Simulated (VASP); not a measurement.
Band structure of NaH (rock salt). Calculation: PBE GGA, VASP's PBE PAW potentials (set 64) (plane waves; VASP 6.6.1).

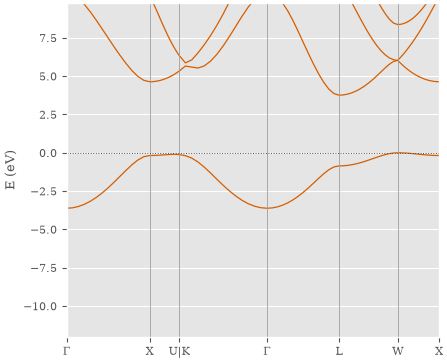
Figure. Bands along high-symmetry lines, zero at the valence-band maximum or, without a gap, the Fermi level

Task: Read the plot: is there a gap, and where are the band edges?

Result: The gap is indirect, 3.76 eV, from the valence maximum at W to the conduction minimum at L. (Edges off the drawn lines would not show.)

The compound is NaH in the rock salt structure. It was relaxed first.
